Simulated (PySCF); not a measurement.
C6H10N2

```yaml
atoms:
  - { symbol: C, position_ang: [3.4705, -0.1159, 0.9224] }
  - { symbol: C, position_ang: [2.8177, -0.3939, -0.0419] }
  - { symbol: C, position_ang: [1.9414, -0.6395, -1.1768] }
  - { symbol: N, position_ang: [0.6786, 0.0674, -1.0743] }
  - { symbol: N, position_ang: [-0.2909, -0.6127, -0.4277] }
  - { symbol: C, position_ang: [-1.2861, -0.0416, 0.1128] }
  - { symbol: C, position_ang: [-1.4994, 1.4496, 0.2014] }
  - { symbol: C, position_ang: [-2.3462, -0.9180, 0.7011] }
  - { symbol: H, position_ang: [4.0682, 0.0955, 1.7585] }
  - { symbol: H, position_ang: [2.4444, -0.3244, -2.0992] }
  - { symbol: H, position_ang: [1.7066, -1.7055, -1.2381] }
  - { symbol: H, position_ang: [0.7792, 1.0601, -0.8636] }
  - { symbol: H, position_ang: [-2.3652, 1.6721, 0.8180] }
  - { symbol: H, position_ang: [-1.6594, 1.8726, -0.7914] }
  - { symbol: H, position_ang: [-0.6261, 1.9385, 0.6392] }
  - { symbol: H, position_ang: [-2.4568, -0.7127, 1.7657] }
  - { symbol: H, position_ang: [-3.3040, -0.7236, 0.2188] }
  - { symbol: H, position_ang: [-2.0811, -1.9616, 0.5635] }
```

Geometry: GFN2-xTB.

Method: PBE0/pcSseg-1, SCF density, gas phase, non-relativistic in PySCF 2.14.0.

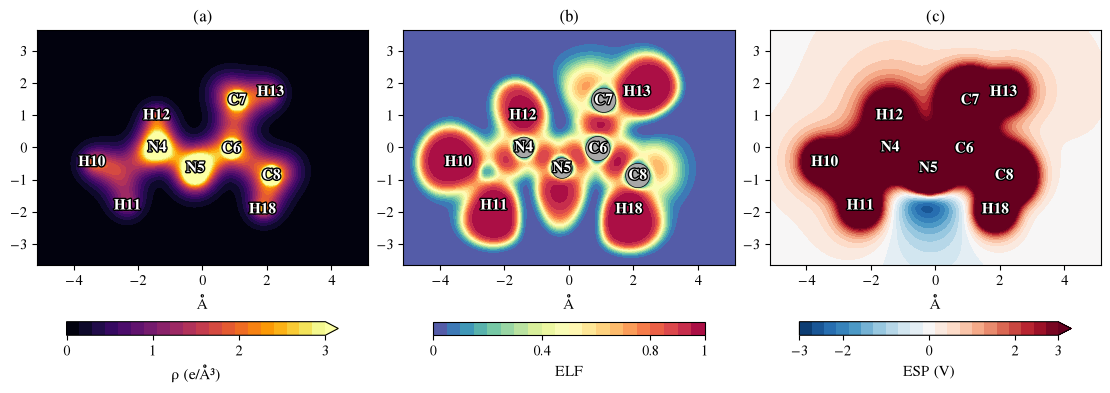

Figure 1. (a) electron density; (b) electron localisation function; (c) electrostatic potential on the plane of atoms N5, C6 and C8. Grey discs cover the atomic cores in the ELF map.

**What does the map show?**

The plane passes through N, C and H nuclei. C–N (1.27 Å): the density is about 2.8 e/Å³ at the midpoint; the ELF peaks at about 0.90 between the atoms: a multiple bond. N–N (1.35 Å): ρ is about 2.5 e/Å³ halfway; the ELF peaks at about 0.90 between the atoms; localised, covalent bonding. N–H (1.02 Å): ρ is about 2.9 e/Å³ halfway; the ELF climbs to about 1 towards the hydrogen, as it does in any bond to H: an ordinary covalent bond to hydrogen. The ELF also peaks beside N5, away from the bonds: lone-pair regions. Outside the dense part of the molecule the potential is most negative (−2.5 V) near N5.

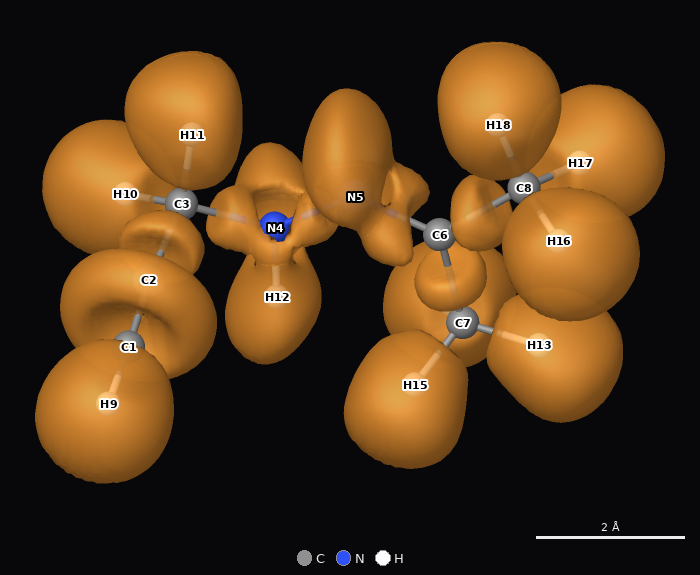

Figure 2. Isosurface of the ELF at 0.75 (orange), seen at a tilt. Only the valence region is drawn (cores and ρ < 0.01 e/Å³ removed).

**What do the ELF domains correspond to?**

The ELF exceeds this value in four regions between bonded C–C atoms (shared pairs), nine regions around hydrogen nuclei, one region on N in which the atom's valence shell and bonds are merged and one joined region spread over several atoms (H, N), in which their bonds and any lone pairs are merged. Profiles from the grid: C–C (1.20 Å): the ELF peaks at about 0.85 between the atoms; a multiple bond.

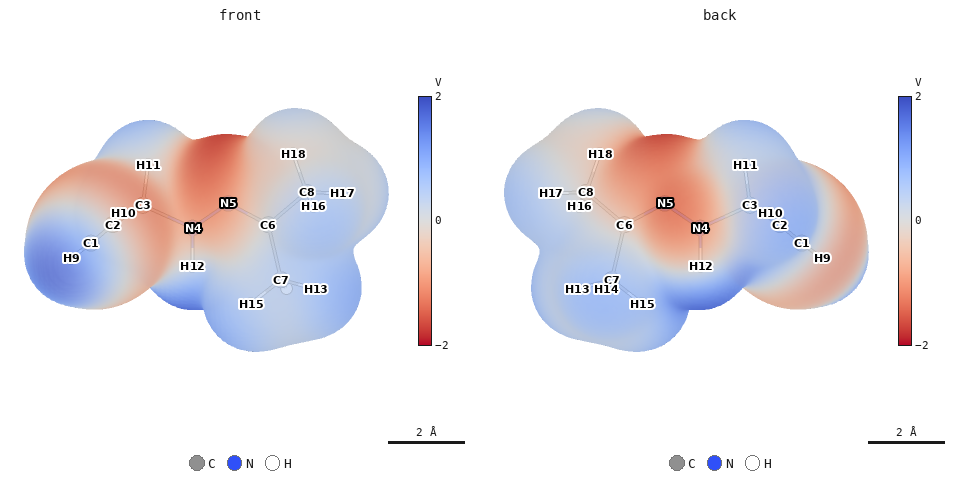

Figure 3. The electrostatic potential painted on the density surface at 0.002 e/bohr³, seen from the front and from behind; red is negative and blue positive.

**Which sites attract a positive test charge, and which a negative one?**

A positive charge is drawn to the negative regions and a negative charge to the positive ones. The most negative region (about −1.6 V, or −37 kcal/mol for a unit charge) lies over N5, the most positive (about +1.5 V, or +35 kcal/mol for a unit charge) over H9 and H12. N5 is the likeliest acceptor of a hydrogen bond.

**What dipole moment does the calculation give?**

Its dipole moment is 1.80 D.
